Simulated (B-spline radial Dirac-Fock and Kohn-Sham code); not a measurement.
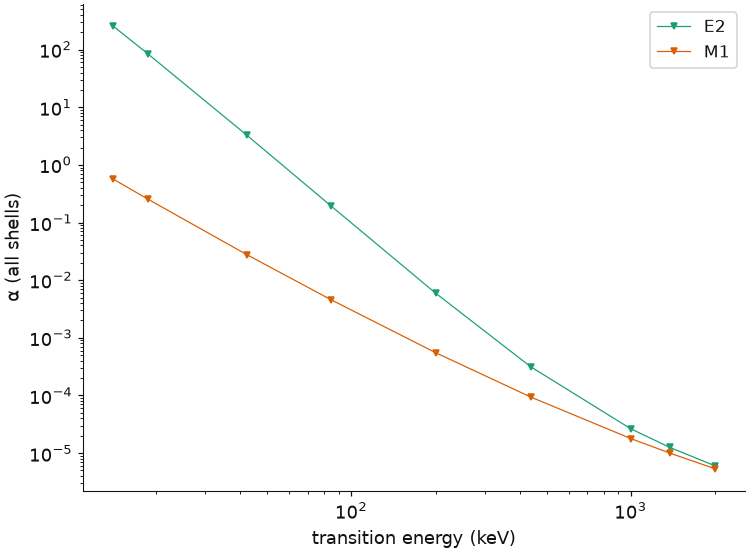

Total internal conversion coefficients against transition energy, at the marked points and joined by straight lines (also across edges). The total sums all shells and leaves out internal pair formation. System: aluminium (Z = 13). Level of theory: a Dirac–Hartree–Slater potential of the neutral atom, no hole, surface-current nucleus; calculated with a radial B-spline solver.

Describe what the figure shows.

E2 goes from 257 at 14.0 keV to 6.04 × 10⁻⁶ at 2000 keV; M1 goes from 0.572 at 14.0 keV to 5.38 × 10⁻⁶ at 2000 keV.
